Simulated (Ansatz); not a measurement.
CoSi, pressure series

The parent structure is CoSi (space group P2_13, No. 198; a = 4.383 Å; non-magnetic).

Cell and atoms are relaxed at each pressure.

The values are results of Kohn–Sham DFT with the r2SCAN functional, run in Ansatz (a program for electronic structure) with PAW and 500 eV plane waves, spin-orbit coupling left out, not measurements.

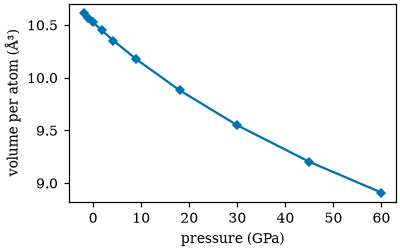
*Volume per atom against pressure*

Problem. From the plot, what is the volume per atom for pressure 18 GPa?

Solution. About 9.9 Å³.

Problem. Is the trend monotonic over the range shown?

Solution. Yes, it falls throughout, spanning 8.91 Å³ to 10.61 Å³.

Load acts through the strain it causes; cell and atoms are relaxed under it. Whether these cells are dynamically stable was not tested. Competing high-pressure phases were not computed. Seeded moments were not kept for the base. The final runs are not spin-polarised.
